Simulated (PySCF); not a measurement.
C3H8F2N2Si

Input

```
{"job": {"kind": "uv", "xc": "wB97X-D", "basis": "def2-SVPD", "nstates": 8, "ntriplets": 3}, "charge": 0, "multiplicity": 1}
F      1.251574    -0.437467     1.616932
C      1.726474    -0.523152     0.331899
C      0.643943    -0.111302    -0.675815
C      0.081928     1.287439    -0.337641
N     -1.259408     1.121039     0.171910
Si    -1.719532    -0.507843     0.375793
F     -3.146018    -0.819790    -0.301634
N     -0.471116    -1.021291    -0.680975
H      2.597948     0.136479     0.268840
H      2.031620    -1.564001     0.179050
H      1.123348    -0.106177    -1.664399
H      0.057476     1.911346    -1.239119
H      0.729598     1.777613     0.398485
H     -1.621483     1.911560     0.672734
H     -1.813679    -1.063563     1.712520
H     -0.220271    -1.981947    -0.839991
```

Command:

```sh
OMP_NUM_THREADS=1 python probes_run.py task.json out
```

Geometry: GFN2-xTB.

Level of theory: wB97X-D/def2-SVPD, SCF density, gas phase (PySCF 2.14.0).

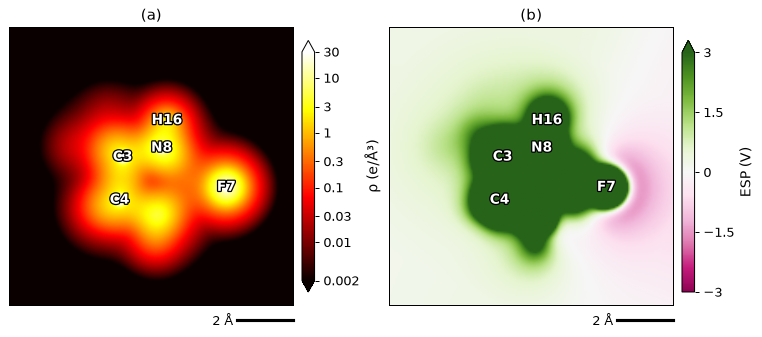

Figure 1. (a) electron density; (b) molecular electrostatic potential on the plane of atoms C4, C3 and N8.

Question: What does the map show?

Answer: The section cuts through C, F, N and H sites.
C–N (1.44 Å): ρ at the midpoint is about 2 e/Å³.
C–C (1.54 Å): ρ at the midpoint is about 1.6 e/Å³.
N–H (1.01 Å): the density is about 2.8 e/Å³ at the midpoint.
Outside the dense part of the molecule the potential is most negative (−1.5 V) near F7.

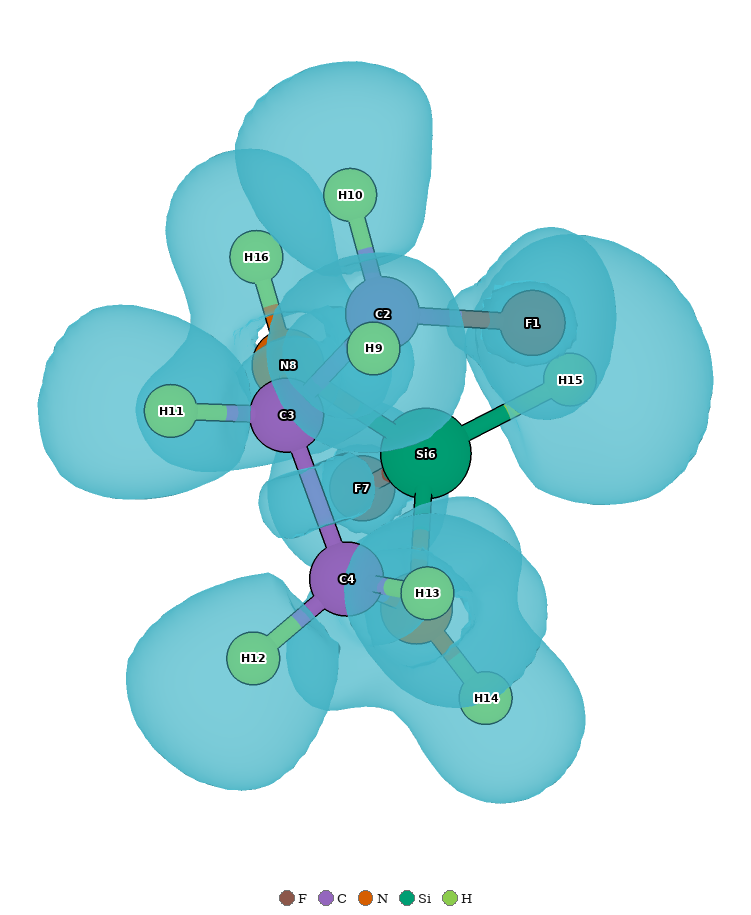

Figure 2. Isosurface of the ELF at 0.75 (cyan), seen at an oblique angle. Only the valence region is drawn (cores and ρ < 0.01 e/Å³ removed).

Question: Describe the localisation domains.

Answer: At this value the surface marks out two regions between bonded C–C atoms (shared pairs), six regions around hydrogen nuclei, one region on F in which the atom's valence shell and bonds are merged, one region wrapped around F (its lone pairs, merged into a ring or cap) and two joined regions spread over several atoms (H, N), in which their bonds and any lone pairs are merged. Profiles from the grid: C–F (1.37 Å): the ELF peaks at about 0.85 between the atoms (a shared but strongly polarised pair). C–N (1.44 Å): the ELF peaks at about 0.90 between the atoms: a covalent bond.

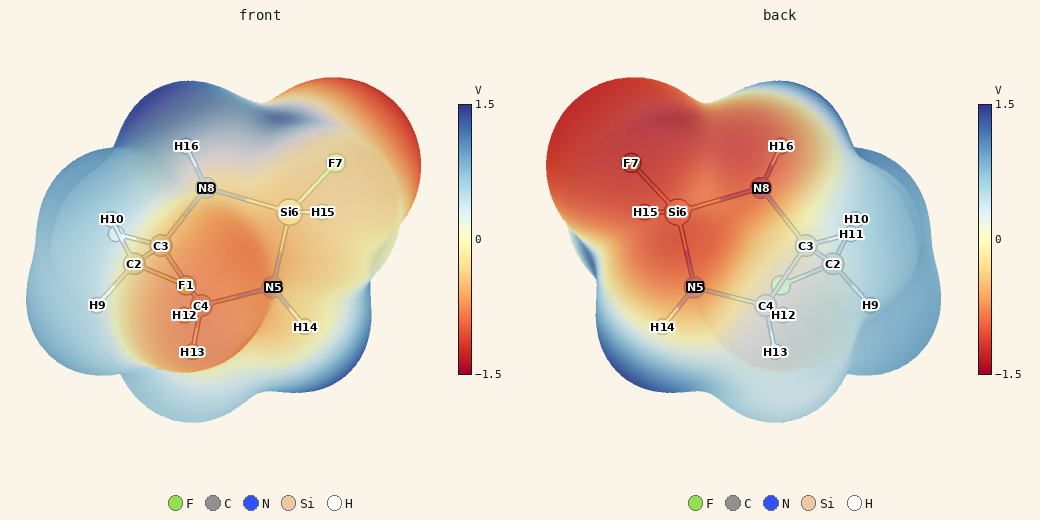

Figure 3. The electrostatic potential painted on the density surface at 0.001 e/bohr³, seen from the front and from behind; red is negative and blue positive.

Question: Where is the surface potential most negative and most positive?

Answer: The most negative region (about −1.3 V) lies over F7, the most positive (about +1.4 V) over H16.
